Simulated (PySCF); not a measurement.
C5H7N3Si (SMILES C#Cc1nnc([SiH3])n1C)

The calculation's input:

```
{"job": {"kind": "nmr", "xc": "PBE0", "basis": "pcSseg-1"}, "charge": 0, "multiplicity": 1}
C      3.597900    -0.801480     0.005850
C      2.413162    -0.917845    -0.152752
C      1.024255    -1.030280    -0.319002
N      0.372818    -2.075597    -0.775217
N     -0.923569    -1.781292    -0.768210
C     -1.085587    -0.561786    -0.311558
Si    -2.741195     0.285365    -0.104001
N      0.136719    -0.033516    -0.007880
C      0.424769     1.273213     0.502676
H      4.636343    -0.726080     0.132439
H     -3.784304    -0.615034    -0.563792
H     -2.697677     1.536566    -0.871945
H     -2.884301     0.625370     1.318121
H     -0.171062     1.465780     1.396294
H      1.484434     1.330876     0.752145
H      0.189695     2.034682    -0.244580
```

Command:

```sh
OMP_NUM_THREADS=1 python probes_run.py task.json out
```

Geometry: GFN2-xTB.

Method: PBE0/pcSseg-1, SCF density, gas phase, non-relativistic (PySCF 2.14.0).

### Predict the electron density and electron localisation function between the atoms.

C–C (1.20 Å): ρ at the midpoint is about 2.7 e/Å³; the ELF peaks at about 0.85 between the atoms: a short, multiple covalent bond.
C–N (1.31 Å): the density is about 2.6 e/Å³ at the midpoint; the ELF peaks at about 0.90 between the atoms: localised, covalent bonding.
N–N (1.33 Å): ρ at the midpoint is about 2.6 e/Å³; the ELF peaks at about 0.90 between the atoms, as expected for a covalent bond.
C–Si (1.87 Å): the density is about 0.95 e/Å³ at the midpoint; the ELF peaks at about 1 between the atoms: a covalent bond.

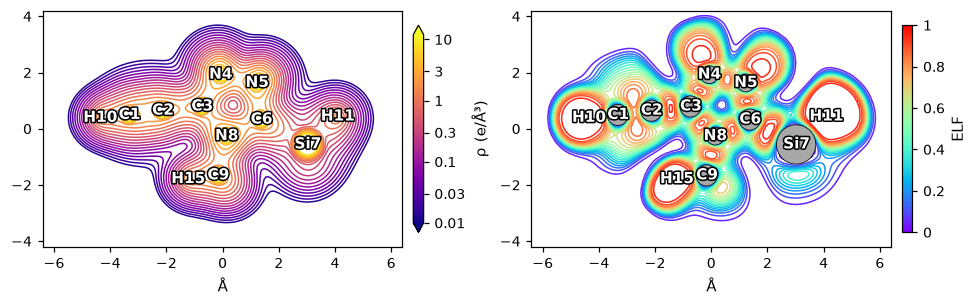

Computed electron density and electron localisation function on the plane of atoms N4, N5 and C6, in this order. Grey discs cover the atomic cores in the ELF map. 
